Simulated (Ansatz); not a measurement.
# B3LYP/6-31G(d) (Cartesian functions) run of HF (hydrogen fluoride)

Aim: the energy change on altering one bond length of HF (hydrogen fluoride) at B3LYP/6-31G* (Cartesian functions), from 2 runs. 

Program for the calculation: Ansatz 0.2.0.

37 further runs of the same task are left out: 37 set aside as unsound or not needed.

## (1) The structure to begin with

The species is HF (2 atoms), meant as a singlet with charge 0. As SMILES, `F`. Geometry: relaxed at PBE0-D4/def2-TZVP.

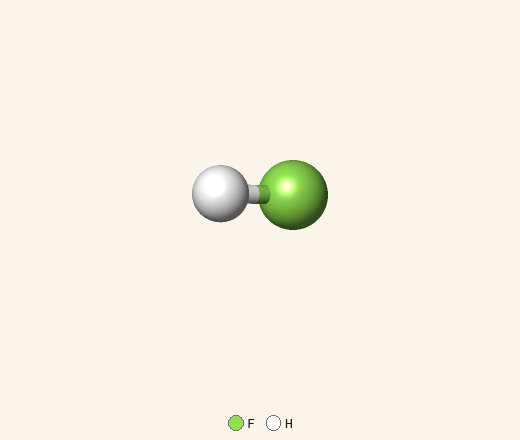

Viewed from a chosen angle; fluorine green, hydrogen white.

## (2) A single-point energy at B3LYP/6-31G(d) (Cartesian functions)

input.yaml

```yaml
crystal:
  periodic: [false, false, false]
  atoms:
    - {symbol: F, position_ang: [-0.390000, 0.144600, -0.196400]}
    - {symbol: H, position_ang: [0.390000, -0.144600, 0.196400]}
basis:
  gaussian:
    orbitals: "6-31G*"
hamiltonian:
  xc: {name: B3LYP}
accuracy: high
output: {orbitals: {seedname: orbitals}}
```

Command:

```console
$ ansatz run input.yaml --threads 1 --pin off --max-ram 3480MiB --events-out events.jsonl --progress --plain --runs-dir runs
```

What it wrote:

```text
Warning: RAYON_NUM_THREADS=1 ignored (pool sized by the plan → 1); use --threads N
Functional definition: B3LYP
  name "B3LYP"
  parameter a0 = 0.2
  parameter ax = 0.72
  parameter ac = 0.81
  exchange = (1 - a0 - ax)*slater_x + ax*b88_x + a0*exact_x
  correlation = (1 - ac)*vwn_rpa_c + ac*lyp_c
240 factors; integrals over basis functions are off by at most 3.9e-9 eV
mean field evaluation 1: about -2731.2628 eV, gradient 3.0e1 eV
mean field evaluation 2: about -2730.4846 eV, gradient 3.9e1 eV
mean field evaluation 4: about -2732.5677 eV, gradient 1.0e-1 eV
mean field evaluation 8: about -2732.5666 eV, gradient 2.7e-4 eV
mean field -2732.56656079 eV, -100.4199689088 hartree, gradient 3.1e-8 eV, S^2 0.000000; 0 other end points of the search recorded, 0 dependent functions left out
reference -2732.56657477 eV, -100.4199694227 hartree; 5, 5 occupied and 12, 12 virtual orbitals, 240 factors
Total energy: -2732.56657477 eV, -100.4199694227 hartree
```

It took 0.34 s on 1 thread of Arm Neoverse V1, shared host.

## (3) The distorted shape, same level

run.yaml

```yaml
crystal:
  periodic: [false, false, false]
  atoms:
    - symbol: F
      position_ang: [-0.507038, 0.187994, -0.255339]
    - symbol: H
      position_ang: [0.390000, -0.144600, 0.196400]
basis:
  gaussian:
    orbitals: "6-31G*"
accuracy: high
hamiltonian:
  xc: {name: B3LYP}
magnetization:
  spin_polarized: false
  initial_magnetization: 0
output: {orbitals: {seedname: orbitals}}
```

Command:

```console
$ ansatz run run.yaml --threads 1 --pin off --max-ram 3480MiB --events-out events.jsonl --progress --plain --runs-dir runs
```

What it wrote, shortened:

```text
Warning: RAYON_NUM_THREADS=1 ignored (pool sized by the plan → 1); use --threads N
[... 7 set-up lines as earlier in the session ...]
242 factors; integrals over basis functions are off by at most 1.9e-9 eV
mean field evaluation 1: about -2730.7804 eV, gradient 3.0e1 eV
mean field evaluation 2: about -2729.2032 eV, gradient 4.6e1 eV
mean field evaluation 4: about -2732.2489 eV, gradient 1.6e-1 eV
mean field evaluation 8: about -2732.2484 eV, gradient 1.2e-4 eV
mean field -2732.24837026 eV, -100.4082756228 hartree, gradient 2.9e-8 eV, S^2 0.000000; 0 other end points of the search recorded, 0 dependent functions left out
reference -2732.24838507 eV, -100.4082761668 hartree; 5, 5 occupied and 12, 12 virtual orbitals, 242 factors
Total energy: -2732.24838507 eV, -100.4082761668 hartree
```

It took 0.34 s on 1 thread of Arm Neoverse V1, shared host.

## (4) Results

At B3LYP/6-31G* (Cartesian functions):

| quantity | value |
| --- | --- |
| first shape: total energy | -100.41997 Eh |
| first shape: HOMO energy | -10.27 eV |
| first shape: LUMO energy | 1.81 eV |
| first shape: HOMO–LUMO gap | 12.08 eV |
| distorted shape: total energy | -100.40828 Eh |
| distorted shape: HOMO energy | -9.98 eV |
| distorted shape: LUMO energy | 0.43 eV |
| distorted shape: HOMO–LUMO gap | 10.41 eV |
| energy change with the F1–H2 bond stretched from 0.920 to 1.058 Å | 0.318 eV |

In words: With the F1–H2 bond stretched from 0.920 to 1.058 Å the energy rises by 0.32 eV (7.3 kcal/mol). The first shape isn't relaxed at this level, so the change isn't measured from a minimum.
